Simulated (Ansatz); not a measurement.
Hf$_{2}$SnO$_{6}$

Input

```
crystal:
  lattice:
    - [3.578917399, 0.0, 0.0]
    - [-1.7894586995, 3.0994333856, 0.0]
    - [0.0, 0.0, 9.0488275709]
  atoms:
    - { symbol: Hf, position: [0.3333333333, 0.6666666667, 0.3359186881] }
    - { symbol: Hf, position: [0.6666666667, 0.3333333333, 0.6640813119] }
    - { symbol: Sn, position: [0.0, 0.0, 0.0] }
    - { symbol: O, position: [0.3333333333, 0.6666666667, 0.5807820083] }
    - { symbol: O, position: [0.6666666667, 0.3333333333, 0.9143163949] }
    - { symbol: O, position: [0.0, 0.0, 0.2522767353] }
    - { symbol: O, position: [0.3333333333, 0.6666666667, 0.0856836051] }
    - { symbol: O, position: [0.6666666667, 0.3333333333, 0.4192179917] }
    - { symbol: O, position: [0.0, 0.0, 0.7477232647] }
basis:
  ecutwfc: 420
kpoints:
  mp_grid: { grid: [12, 12, 4] }
  band_path:
    path:
      - [[0.0, 0.0, 0.0], [0.5, 0.0, 0.0], [0.33333333, 0.33333333, 0.0], [0.0, 0.0, 0.0], [0.0, 0.0, 0.5], [0.5, 0.0, 0.5], [0.33333333, 0.33333333, 0.5], [0.0, 0.0, 0.5]]
      - [[0.5, 0.0, 0.5], [0.5, 0.0, 0.0]]
      - [[0.33333333, 0.33333333, 0.5], [0.33333333, 0.33333333, 0.0]]
    npoints: 14
hamiltonian:
  xc: pbe
scf:
  occupations: { method: gaussian, width: 0.02 }
  n_extra_bands: 22
output:
  forces: true
  stress: true
  eigenvalues: true
  populations: true
  dos: { projected: true, de: 0.02, nscf_kmesh: { grid: [18, 18, 6] } }
  bader: true
  write_density: true
  write_potential: true
  elf: true
  volumetric_format: npy
```

Run with:

```sh
ansatz run input.yaml --threads 1 --pin off --max-ram 2560MiB --backend cpu --events-out ev --progress --plain --runs-dir out
```

Below, planes, directions and counts refer to the conventional cell (a = 3.58 Å, b = 3.58 Å, c = 9.05 Å, α = 90.00°, β = 90.00°, γ = 120.00°).

Space group P-3m1; a structure generated by program, which may or may not match a known phase.

Level of theory: Ansatz, DFT PBE, scalar-relativistic, plane waves, PAW.

> Predict the valence pseudo-density and electron localisation function between the atoms.

Hf–O (2.20 Å): ρ is about 0.57 e/Å³ halfway; the ELF peaks at about 0.85 in the valence shell of O, 0.6 Å from its nucleus, and drops to about 0.15 between the two atoms (no shared electron pair shows on this line).
Sn–O (2.21 Å): ρ at the midpoint is about 0.49 e/Å³; the ELF peaks at about 0.85 in the valence shell of O, 0.6 Å from its nucleus, and is about 0.25 at the midpoint; no shared electron pair shows on this line.
Hf–O (2.26 Å): ρ is about 0.48 e/Å³ halfway; the ELF peaks at about 0.85 in the valence shell of O, 0.7 Å from its nucleus, and drops to about 0.15 between the two atoms: no shared electron pair shows on this line.
Sn–O (2.28 Å): the density is about 0.41 e/Å³ at the midpoint; the ELF peaks at about 0.85 in the valence shell of O, 0.6 Å from its nucleus, and is about 0.20 at the midpoint: no shared electron pair shows on this line.
Bader's partition of the density gives Hf +2.68, Sn +2.42 and O −1.34 to −1.24 e.

> Which way does charge flow, and how much by Bader's partition?

Electrons move from Hf and Sn towards O. Bader charges: Hf +2.68, Sn +2.42 and O −1.34 to −1.24 e.

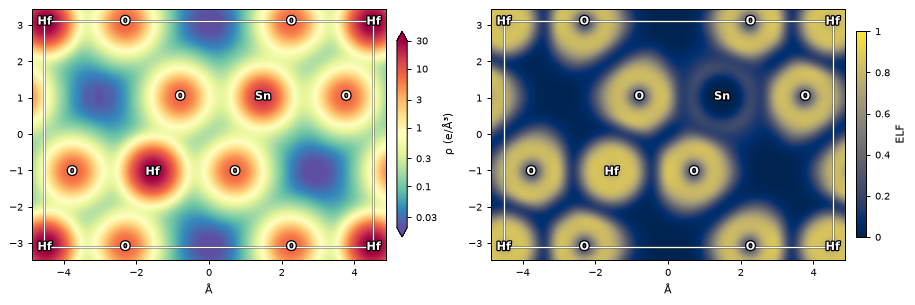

Computed valence pseudo-density and electron localisation function on the (110) plane of the conventional cell, in this order. 

In a PAW calculation such maps are meaningful between the atoms, not at the nuclei.
